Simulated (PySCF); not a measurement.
```tsv
atom	x (Å)	y (Å)	z (Å)
C	2.4079	1.6546	0.2463
C	1.1899	0.7676	0.1068
O	0.2059	0.9150	0.8191
N	1.2506	-0.1778	-0.8342
Si	-0.0918	-1.2941	-1.1585
N	0.7618	-2.8086	-1.1330
Si	-1.7125	-0.7367	0.3898
Si	-2.6531	1.3587	0.2005
H	2.5368	2.2393	-0.6629
H	2.2754	2.3271	1.0890
H	3.2991	1.0490	0.3989
H	2.1087	-0.2394	-1.3584
H	-0.3022	-1.0990	-2.6020
H	0.2642	-3.6094	-1.4883
H	1.2236	-3.0727	-0.2749
H	-1.2706	-1.0961	1.7469
H	-2.7789	-1.7648	0.1736
H	-2.0575	2.1447	-0.8890
H	-4.0856	1.2778	-0.1251
H	-2.5770	2.1755	1.4104
```

Geometry: GFN2-xTB.

Computed with PBE0/pcSseg-1, SCF density, gas phase, non-relativistic in PySCF 2.14.0.

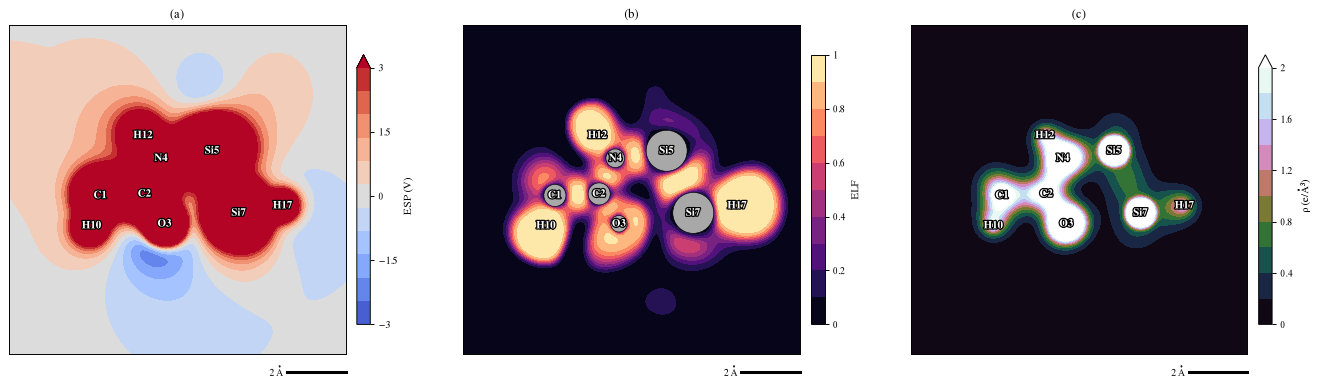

C2H12N2OSi3. (a) molecular electrostatic potential; (b) electron localisation function; (c) total electron density on the plane of atoms C2, N4 and Si5. Grey discs cover the atomic cores in the ELF map.

Describe what can be read from this map.

Answer. The section cuts through C, O, N, Si and H sites. C–O (1.22 Å): the density is about 3.2 e/Å³ at the midpoint; the ELF peaks at about 0.85 between the atoms: a multiple bond. C–N (1.34 Å): the density is about 2.4 e/Å³ at the midpoint; the ELF peaks at about 0.90 between the atoms, as expected for localised, covalent bonding. C–C (1.51 Å): ρ is about 1.7 e/Å³ halfway; the ELF peaks at about 0.95 between the atoms, as expected for a shared electron pair. Si–Si (2.31 Å): the density is about 0.68 e/Å³ at the midpoint; the ELF peaks at about 1 between the atoms: a shared electron pair. N–H (1.01 Å): ρ at the midpoint is about 2.9 e/Å³; the ELF climbs to about 1 towards the hydrogen, as it does in any bond to H: an ordinary covalent bond to hydrogen. The ELF also peaks beside O3, away from the bonds: lone-pair regions. Outside the dense part of the molecule the potential is most negative (−2.2 V) near O3.
